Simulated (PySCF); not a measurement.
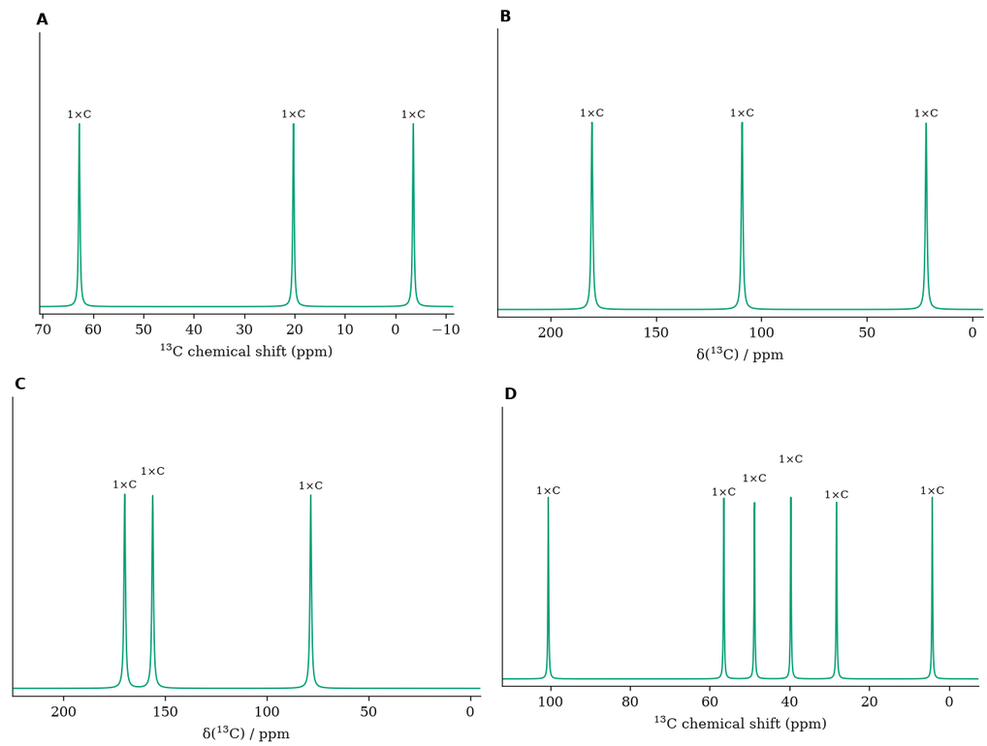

GIAO shifts, PBE0/pcSseg-1 in PySCF, at a PBE0-D3(BJ)/def2-SVP geometry (no frequency check), against TMS for ¹³C computed at the same level. Gas phase, fully decoupled, line heights follow the number of nuclei, widths are arbitrary (no quadrupolar broadening); values of one conformer, averaged over methyl-type rotors and exact or near symmetry; other conformers aren't averaged in.

> Assign the panels.
1. C₃H₁₀OSi, SMILES CCO[SiH2]C
2. C₃H₇NOSi, SMILES C=NC(=C)O[SiH3]
3. C₆H₁₆BNO, SMILES CO[C@H]1CC[BH2-][N+]1(C)C
4. C₃H₅Cl₃O₂Si, SMILES CC(=O)O[SiH2]C(Cl)(Cl)Cl

A: 1 (62.7 (1 C), 20.2 (1 C), −3.6 (1 C) ppm)
B: 4 (180.3 (1 C), 109.1 (1 C), 21.9 (1 C) ppm)
C: 2 (169.9 (1 C), 156.1 (1 C), 78.3 (1 C) ppm)
D: 3 (100.5 (1 C), 56.5 (1 C), 48.8 (1 C), 39.7 (1 C), 28.2 (1 C), 4.2 (1 C) ppm)
